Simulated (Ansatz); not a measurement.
# Run report: GeNH5, saddle-point search

- system: GeNH5
- method: RKS PBE0-D4/def2-SVP (Ansatz 0.2.0)

Some settings of this run were made unusual or wrong on purpose. Figures and captions count atoms from 1; the log counts them from 0 in places.

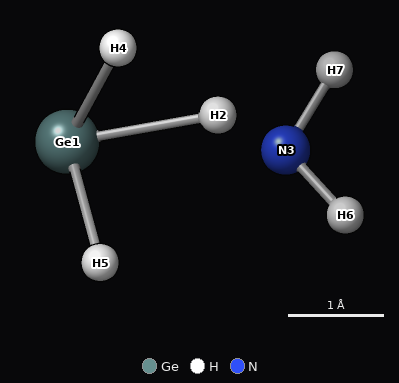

Fig. 1: The structure as given in the input (ball-and-stick view, seen at a tilt; atoms are numbered from 1 in the order of the input). Sticks mark near contacts.

**What the run reported**

| quantity | value |
| --- | --- |
| outcome | converged |
| total energy | −58070.4058 eV |
| mean-field energy | −58070.3268 eV |
| dispersion energy | −0.0789 eV |
| largest force (length of the vector) at the end | 0.006 eV/Å |
| dipole moment | 1.82 D |
| hardware | 2 threads of Arm Neoverse V1, 23 GiB of memory available, shared host |
| wall time | 80 s (CPU time 2.5 min) |
| peak memory | 0.37 GiB |

A setting was made wrong on purpose: no mode guess. The program still converged, but the numbers can't be taken as results for the intended system.

**The input**
```yaml
crystal:
  periodic: [false, false, false]
  atoms:
    - {symbol: Ge, position_ang: [-0.076300, -0.933300, 1.181700]}
    - {symbol: H, position_ang: [-0.364000, 0.217400, 0.007500]}
    - {symbol: N, position_ang: [0.362000, -0.177000, -1.036900]}
    - {symbol: H, position_ang: [-1.374900, 0.195700, 1.163900]}
    - {symbol: H, position_ang: [0.860300, 0.316800, 1.655800]}
    - {symbol: H, position_ang: [0.930800, 0.642200, -1.208200]}
    - {symbol: H, position_ang: [-0.337900, -0.261700, -1.763700]}
basis:
  gaussian: {orbitals: def2-SVP}
hamiltonian: {xc: pbe0, dispersion: d4}
saddle:
  max_steps: 30
```

Launched with:
```bash
ansatz run in.yaml --threads 2 --pin off --events-out ev --progress --plain --max-ram 4352MiB
```

**Output**
```
Functional definition: PBE0
  name "PBE0"
  cite "Adamo & Barone, J. Chem. Phys. 110, 6158 (1999) doi:10.1063/1.478522"
  cite "Perdew, Burke & Ernzerhof, Phys. Rev. Lett. 77, 3865 (1996) doi:10.1103/PhysRevLett.77.3865"
  parent pbe
  parameter a = 0.25
  parameter kappa = 0.804
  parameter beta = 0.06672455060314922
  exchange = (1 - a)*pbe_x(kappa = kappa, mu = beta*pi^2/3) + a*exact_x
  correlation = pbe_c(beta = beta)
777 factors; integrals over basis functions are off by at most 3.4e-4 eV
mean field evaluation 1: about -58066.0454 eV, gradient 4.3e1 eV
mean field evaluation 2: about -58058.0123 eV, gradient 6.9e1 eV
mean field evaluation 4: about -58069.7178 eV, gradient 1.5e0 eV
mean field evaluation 8: about -58069.7354 eV, gradient 1.2e-1 eV
mean field evaluation 16: about -58069.7354 eV, gradient 4.3e-5 eV
mean field -58069.73544766 eV, -2134.0234166211 hartree, gradient 4.3e-5 eV, S^2 0.000000; 0 other end points of the search recorded, 0 dependent functions left out
the calculation of the forces begins
reference -58069.73547100 eV, -2134.0234174787 hartree; 22, 22 occupied and 49, 49 virtual orbitals, 777 factors
saddle search: the rotation starts from a random direction (saddle.seed = 0)
these checks for a lower state are left out or cut short: stability, starts, cluster_reference, orbital_swaps, neighbouring_geometries, increment
777 factors; integrals over basis functions are off by at most 3.4e-4 eV
mean field -58069.75727382 eV, -2134.0242187177 hartree, gradient 2.5e-6 eV, S^2 0.000000; 0 other end points of the search recorded, 0 dependent functions left out
[... from here on the field's lines of each further geometry are left out, up to the last ...]
saddle step   1: F+E_penalty+E_count = -58069.80885808 eV  max|allowed force component| = 4.261e0 eV/Å  curvature = -5.9714 eV/Å²  mode residual = 2.31e-2 eV/Å²  Δτ_max = 0.0000 Å  (12 rotations, 16 force calls, 230 SCF iters)  cluster: 3 rotations left out, max|force component along them| = 2.536e-7 eV/Å
saddle step   2: F+E_penalty+E_count = -58069.96696184 eV  max|allowed force component| = 3.284e0 eV/Å  curvature = -9.7042 eV/Å²  mode residual = 2.62e0 eV/Å²  Δτ_max = 0.2000 Å  (1 rotations, 3 force calls, 57 SCF iters)  cluster: 3 rotations left out, max|force component along them| = 9.514e-8 eV/Å
saddle step   3: F+E_penalty+E_count = -58069.96329517 eV  max|allowed force component| = 1.965e0 eV/Å  curvature = -8.7283 eV/Å²  mode residual = 3.18e0 eV/Å²  Δτ_max = 0.2000 Å  (1 rotations, 3 force calls, 59 SCF iters)  cluster: 3 rotations left out, max|force component along them| = 8.743e-8 eV/Å
saddle step   4: F+E_penalty+E_count = -58070.10985410 eV  max|allowed force component| = 1.229e0 eV/Å  curvature = -10.0290 eV/Å²  mode residual = 1.96e0 eV/Å²  Δτ_max = 0.1299 Å  (1 rotations, 3 force calls, 65 SCF iters)  cluster: 3 rotations left out, max|force component along them| = 4.888e-8 eV/Å
saddle step   5: F+E_penalty+E_count = -58070.23192976 eV  max|allowed force component| = 6.025e-1 eV/Å  curvature = -9.7694 eV/Å²  mode residual = 1.92e0 eV/Å²  Δτ_max = 0.0870 Å  (1 rotations, 3 force calls, 64 SCF iters)  cluster: 3 rotations left out, max|force component along them| = 8.229e-8 eV/Å
saddle step   6: F+E_penalty+E_count = -58070.28669508 eV  max|allowed force component| = 4.808e-1 eV/Å  curvature = -10.8113 eV/Å²  mode residual = 1.56e0 eV/Å²  Δτ_max = 0.0636 Å  (1 rotations, 3 force calls, 63 SCF iters)  cluster: 3 rotations left out, max|force component along them| = 1.321e-7 eV/Å
saddle step   7: F+E_penalty+E_count = -58070.31658460 eV  max|allowed force component| = 1.556e0 eV/Å  curvature = -9.2650 eV/Å²  mode residual = 2.64e0 eV/Å²  Δτ_max = 0.1425 Å  (1 rotations, 3 force calls, 56 SCF iters)  cluster: 3 rotations left out, max|force component along them| = 3.347e-7 eV/Å
saddle step   8: F+E_penalty+E_count = -58070.35759806 eV  max|allowed force component| = 3.171e-1 eV/Å  curvature = -10.1117 eV/Å²  mode residual = 6.13e-1 eV/Å²  Δτ_max = 0.0430 Å  (1 rotations, 3 force calls, 55 SCF iters)  cluster: 3 rotations left out, max|force component along them| = 6.324e-7 eV/Å
saddle step   9: F+E_penalty+E_count = -58070.38395733 eV  max|allowed force component| = 5.721e-1 eV/Å  curvature = -9.3704 eV/Å²  mode residual = 1.86e0 eV/Å²  Δτ_max = 0.0675 Å  (1 rotations, 3 force calls, 56 SCF iters)  cluster: 3 rotations left out, max|force component along them| = 2.379e-7 eV/Å
saddle step  10: F+E_penalty+E_count = -58070.39646317 eV  max|allowed force component| = 6.054e-1 eV/Å  curvature = -8.4022 eV/Å²  mode residual = 3.16e0 eV/Å²  Δτ_max = 0.0563 Å  (1 rotations, 3 force calls, 54 SCF iters)  cluster: 3 rotations left out, max|force component along them| = 7.906e-7 eV/Å
saddle step  11: F+E_penalty+E_count = -58070.40124229 eV  max|allowed force component| = 3.035e-1 eV/Å  curvature = -8.8025 eV/Å²  mode residual = 1.40e0 eV/Å²  Δτ_max = 0.0392 Å  (1 rotations, 3 force calls, 54 SCF iters)  cluster: 3 rotations left out, max|force component along them| = 4.795e-7 eV/Å
saddle step  12: F+E_penalty+E_count = -58070.40476793 eV  max|allowed force component| = 8.666e-2 eV/Å  curvature = -8.3290 eV/Å²  mode residual = 2.06e0 eV/Å²  Δτ_max = 0.0188 Å  (1 rotations, 3 force calls, 55 SCF iters)  cluster: 3 rotations left out, max|force component along them| = 3.356e-7 eV/Å
saddle step  13: F+E_penalty+E_count = -58070.40532140 eV  max|allowed force component| = 3.980e-2 eV/Å  curvature = -8.5801 eV/Å²  mode residual = 1.68e0 eV/Å²  Δτ_max = 0.0082 Å  (1 rotations, 8 force calls, 125 SCF iters)  cluster: 3 rotations left out, max|force component along them| = 2.501e-7 eV/Å
saddle search: the force at step 14 is within saddle.f_tol, and the search now checks the order of the point unasked, as it does wherever a lone molecule whose rigid rotations it leaves out would converge (saddle.isolated_cluster): at most 100 rotations across the mode and 202 force calls, two more next to a line or behind a second negative curvature, two more where it reads a positive, two for each turn that reads one and six more at each negative that it reads, and up to 22 at one that stands (24 where saddle.amplitude is under 0.005 Å), over each length that the point is read over (saddle.order_check: false declines the check)
saddle search: the rotation starts from a random direction (saddle.seed = 0)
the calculation of the forces begins
reference -58070.32684547 eV, -2134.0451500897 hartree; 22, 22 occupied and 49, 49 virtual orbitals, 779 factors
779 factors; integrals over basis functions are off by at most 3.2e-4 eV
mean field -58070.32681449 eV, -2134.0451489513 hartree, gradient 4.1e-5 eV, S^2 0.000000; 1 other end points of the search recorded, 0 dependent functions left out
the calculation of the forces begins
reference -58070.32683751 eV, -2134.0451497972 hartree; 22, 22 occupied and 49, 49 virtual orbitals, 779 factors
saddle step  14: F+E_penalty+E_count = -58070.40574589 eV  max|allowed force component| = 3.821e-3 eV/Å  curvature = -8.5610 eV/Å² (error put at 0.0023; -8.5629 at half of saddle.amplitude)  mode residual = 1.16e0 eV/Å²  Δτ_max = 0.0153 Å  (1 rotations, 38 force calls, 534 SCF iters)  order check (unasked): positive, curvature across the mode = +0.6849 eV/Å²; +0.5244 less its residual, +0.5239 less it at half of saddle.amplitude; error put at 0.0005 (29 force calls)  cluster: 3 rotations left out, max|force component along them| = 3.000e-7 eV/Å
```

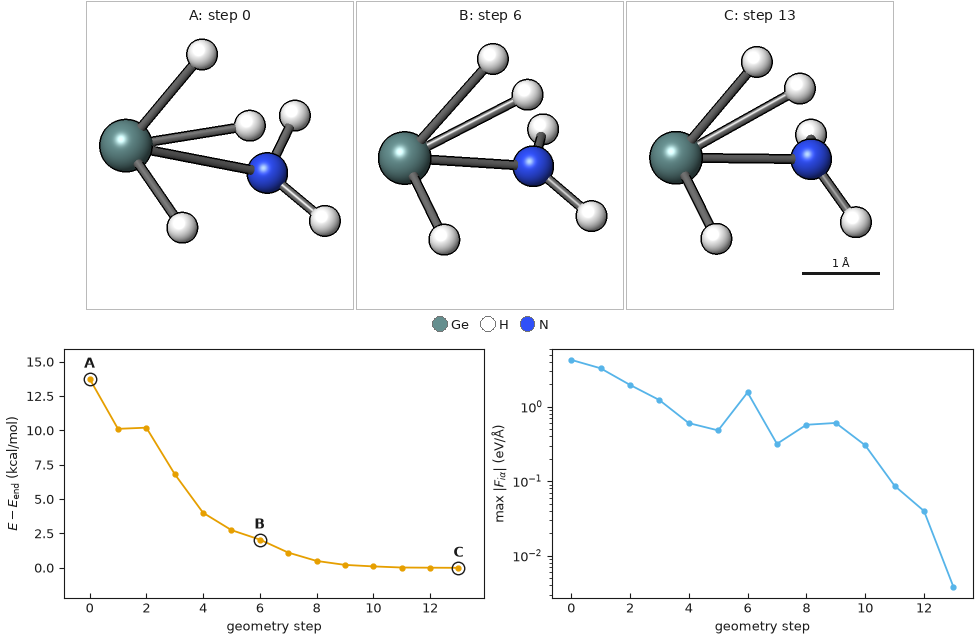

Fig. 2: Frames of the saddle-point search (ball-and-stick view, seen at a tilt) above the curves, on which the letters mark them (the first geometry is step 0 here and step 1 in the log).

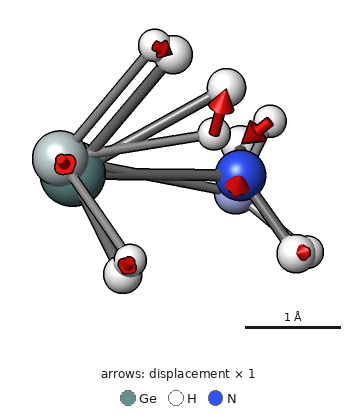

Fig. 3: Start (faint) and end (solid) with the displacements as red arrows, at true length (ball-and-stick view, seen at a tilt). The two geometries are laid on each other by the best rigid fit. The atom that moves furthest after the best rigid fit is H2 (0.57 Å). Largest moves by element: H 0.57 Å, Ge 0.33 Å, N 0.33 Å. Among the contacts that change: Ge1–N3 2.385 → 2.000 Å, Ge1–H2 1.669 → 1.868 Å, Ge1–H4 1.721 → 1.873 Å, Ge1–H5 1.632 → 1.594 Å. Among the angles that change: H2–Ge1–H4 53.9° → 29.3°, H2–Ge1–N3 32.7° → 45.4°, N3–Ge1–H4 85.5° → 74.7°. The energy falls by 13.8 kcal/mol in 13 geometry steps. The largest force component goes from 4.3 to 0.0038 eV/Å. (Atoms are counted from 1 in the order of the input.)

```
Total energy: -58070.40576891 eV, -2134.0480504727 hartree
Atom 0 at     0.099744    -0.949034     0.908177 Å, force     0.001700    -0.002488     0.000449 eV/Å
Atom 1 at    -0.880139     0.437435     0.128030 Å, force    -0.001030    -0.000395    -0.000684 eV/Å
Atom 2 at     0.155088    -0.008570    -0.856207 Å, force     0.003511     0.003821    -0.002890 eV/Å
Atom 3 at    -1.277218     0.318342     0.978991 Å, force     0.000033     0.000837    -0.000462 eV/Å
Atom 4 at     1.022344     0.173135     1.563812 Å, force    -0.000950     0.000236     0.000973 eV/Å
Atom 5 at     0.943181     0.602211    -1.050261 Å, force    -0.000535    -0.000992     0.000454 eV/Å
Atom 6 at    -0.063000    -0.573419    -1.672442 Å, force    -0.002727    -0.001020     0.002160 eV/Å
Dipole moment:     0.137006     0.072106    -0.346241 e Å
```

**Trajectory as extended XYZ (Å, eV, eV/Å), 14 frames, from step=1 to step=14**
```
7
Properties=species:S:1:pos:R:3:forces:R:3 step=1 energy=-58069.80886
Ge   -0.0763   -0.9333    1.1817    0.4075  -0.7187   1.1824
H    -0.3640    0.2174    0.0075    0.8215   1.1071  -4.2608
N     0.3620   -0.1770   -1.0369   -1.6855   0.2955   3.6359
H    -1.3749    0.1957    1.1639    0.7876  -0.5058  -0.4575
H     0.8603    0.3168    1.6558   -0.1244  -0.4307  -0.1842
H     0.9308    0.6422   -1.2082    0.1421   0.3118   0.1345
H    -0.3379   -0.2617   -1.7637   -0.3488  -0.0591  -0.0502
7
Properties=species:S:1:pos:R:3:forces:R:3 step=2 energy=-58069.96696
Ge   -0.0371   -0.9556    1.1731    0.5729  -0.3105   0.4082
H    -0.4573    0.2371    0.0459    0.5083   0.8544  -3.2840
N     0.3413   -0.1771   -0.9843   -1.4562   0.2776   3.0329
H    -1.2829    0.2209    0.9881    0.5204  -0.4147  -0.0601
H     0.8858    0.3011    1.6464   -0.1146  -0.4372  -0.1084
H     0.9022    0.6497   -1.1519    0.1479   0.1652   0.0737
H    -0.3521   -0.2761   -1.7173   -0.1788  -0.1348  -0.0623
7
Properties=species:S:1:pos:R:3:forces:R:3 step=3 energy=-58069.96330
Ge    0.0243   -0.9755    1.1241    0.7103   0.2531  -0.6783
H    -0.6477    0.2605    0.0808    0.7296   0.6089  -1.9649
N     0.3327   -0.1741   -0.9194   -0.7771  -0.2964   1.5652
H    -1.1733    0.2674    0.8274   -0.7808  -0.0789   1.1631
H     0.9204    0.2771    1.6307   -0.1150  -0.3605  -0.0493
H     0.8927    0.6537   -1.0828    0.0978   0.0774   0.0226
H    -0.3491   -0.3089   -1.6607    0.1353  -0.2036  -0.0585
7
Properties=species:S:1:pos:R:3:forces:R:3 step=4 energy=-58070.10985
Ge    0.0617   -0.9680    1.0443    0.4830   0.3691  -0.8966
H    -0.7517    0.3378    0.0707    0.4044   0.0262  -0.3403
N     0.3627   -0.2006   -0.9055   -0.6113  -0.0717   1.2290
H    -1.2097    0.2783    0.8826   -0.3900   0.1457   0.2043
H     0.9467    0.2592    1.5986   -0.0628  -0.2381  -0.0400
H     0.9035    0.6494   -1.0417   -0.0679  -0.0921  -0.0827
H    -0.3131   -0.3560   -1.6490    0.2445  -0.1391  -0.0738
7
Properties=species:S:1:pos:R:3:forces:R:3 step=5 energy=-58070.23193
Ge    0.1003   -0.9629    0.9728    0.1627   0.1806  -0.6025
H    -0.8009    0.4080    0.0853   -0.0499  -0.2787   0.5095
N     0.3575   -0.2118   -0.8654   -0.1095   0.1916   0.2367
H    -1.2452    0.2935    0.8836   -0.2833   0.3668  -0.0802
H     0.9750    0.2336    1.5761    0.0155  -0.1077  -0.0215
H     0.8821    0.6473   -1.0087   -0.0072  -0.1664  -0.1064
H    -0.2688   -0.4075   -1.6435    0.2716  -0.1861   0.0644
7
Properties=species:S:1:pos:R:3:forces:R:3 step=6 energy=-58070.28670
Ge    0.1044   -0.9603    0.9501    0.0734  -0.0509  -0.1161
H    -0.8157    0.3876    0.0769   -0.1028   0.0105   0.4557
N     0.3270   -0.1697   -0.8294   -0.2107   0.1476  -0.4808
H    -1.2703    0.3346    0.8849   -0.1723   0.1596   0.0003
H     1.0088    0.1974    1.5668   -0.0045  -0.0155   0.0432
H     0.8738    0.6663   -1.0124    0.0254  -0.1524  -0.0631
H    -0.2280   -0.4558   -1.6369    0.3915  -0.0989   0.1608
7
Properties=species:S:1:pos:R:3:forces:R:3 step=7 energy=-58070.31659
Ge    0.1029   -0.9581    0.9258    0.0797  -0.2563   0.1535
H    -0.7987    0.4115    0.1380   -0.5800   0.2530   0.0057
N     0.2563   -0.1040   -0.8179   -0.2579  -0.2482  -1.5559
H    -1.3186    0.3659    0.9094    0.1542  -0.0093   0.1667
H     1.0308    0.1533    1.5815    0.0021   0.0414   0.0413
H     0.8575    0.6814   -1.0564    0.0731  -0.2092   0.1036
H    -0.1302   -0.5499   -1.6804    0.5286   0.4287   1.0851
7
Properties=species:S:1:pos:R:3:forces:R:3 step=8 energy=-58070.35760
Ge    0.0951   -0.9594    0.9276    0.1086  -0.1198   0.0143
H    -0.8255    0.3944    0.1175   -0.2971   0.2698   0.0301
N     0.2440   -0.0941   -0.8372    0.0070   0.2661   0.1839
H    -1.2878    0.3697    0.9392    0.0936  -0.0831   0.0062
H     1.0185    0.1568    1.5854    0.0085   0.0150   0.0117
H     0.8674    0.6706   -1.0662    0.1552  -0.0341   0.0708
H    -0.1117   -0.5380   -1.6662   -0.0757  -0.3140  -0.3171
7
Properties=species:S:1:pos:R:3:forces:R:3 step=9 energy=-58070.38396
Ge    0.0958   -0.9562    0.9038    0.0891  -0.0893   0.1687
H    -0.8730    0.4068    0.1133   -0.1458   0.2212   0.2251
N     0.2036   -0.0526   -0.8397   -0.1642  -0.0692  -0.5721
H    -1.2734    0.3778    0.9769    0.0520  -0.1015  -0.1757
H     1.0243    0.1425    1.5855    0.0067   0.0131   0.0105
H     0.8856    0.6661   -1.0683    0.0169  -0.1204   0.0910
H    -0.0629   -0.5844   -1.6713    0.1453   0.1461   0.2525
7
Properties=species:S:1:pos:R:3:forces:R:3 step=10 energy=-58070.39646
Ge    0.1020   -0.9484    0.8949   -0.0294  -0.0439   0.1019
H    -0.8844    0.4527    0.1264   -0.1111  -0.0933   0.1784
N     0.1588   -0.0222   -0.8551    0.1936  -0.0181  -0.6054
H    -1.2747    0.3424    0.9795    0.0167   0.0506  -0.0663
H     1.0315    0.1431    1.5902    0.0070   0.0301  -0.0428
H     0.9078    0.6436   -1.0620   -0.2005  -0.2774   0.0510
H    -0.0410   -0.6112   -1.6738    0.1237   0.3519   0.3832
7
Properties=species:S:1:pos:R:3:forces:R:3 step=11 energy=-58070.40124
Ge    0.1020   -0.9470    0.9084   -0.0169  -0.0171  -0.0575
H    -0.8819    0.4484    0.1239   -0.0025  -0.1166   0.0900
N     0.1680   -0.0282   -0.8598    0.0342   0.2331   0.3035
H    -1.2729    0.3236    0.9700   -0.0410   0.0797   0.0066
H     1.0284    0.1606    1.5843   -0.0063   0.0220  -0.0489
H     0.9219    0.6233   -1.0546    0.0291  -0.0596  -0.0582
H    -0.0656   -0.5807   -1.6720    0.0034  -0.1414  -0.2355
7
Properties=species:S:1:pos:R:3:forces:R:3 step=12 energy=-58070.40477
Ge    0.0966   -0.9489    0.9111    0.0372   0.0262  -0.0867
H    -0.8900    0.4359    0.1297    0.0029   0.0183   0.0513
N     0.1573   -0.0128   -0.8580    0.0125  -0.0254  -0.0196
H    -1.2739    0.3296    0.9819   -0.0215   0.0075  -0.0205
H     1.0277    0.1623    1.5749   -0.0147   0.0071  -0.0144
H     0.9312    0.6126   -1.0629    0.0174   0.0051   0.0692
H    -0.0489   -0.5787   -1.6766   -0.0339  -0.0388   0.0207
7
Properties=species:S:1:pos:R:3:forces:R:3 step=13 energy=-58070.40532
Ge    0.0973   -0.9493    0.9100    0.0118   0.0261  -0.0398
H    -0.8842    0.4372    0.1259    0.0153  -0.0007   0.0022
N     0.1540   -0.0099   -0.8579    0.0154  -0.0162  -0.0146
H    -1.2736    0.3261    0.9790   -0.0152  -0.0031   0.0118
H     1.0274    0.1642    1.5712   -0.0105   0.0039  -0.0101
H     0.9330    0.6127   -1.0549   -0.0143  -0.0282   0.0238
H    -0.0539   -0.5810   -1.6733   -0.0024   0.0181   0.0267
7
Properties=species:S:1:pos:R:3:forces:R:3 step=14 energy=-58070.40575
Ge    0.0997   -0.9490    0.9082    0.0017  -0.0025   0.0004
H    -0.8801    0.4374    0.1280   -0.0010  -0.0004  -0.0007
N     0.1551   -0.0086   -0.8562    0.0035   0.0038  -0.0029
H    -1.2772    0.3183    0.9790    0.0000   0.0008  -0.0005
H     1.0223    0.1731    1.5638   -0.0009   0.0002   0.0010
H     0.9432    0.6022   -1.0503   -0.0005  -0.0010   0.0005
H    -0.0630   -0.5734   -1.6724   -0.0027  -0.0010   0.0022
```
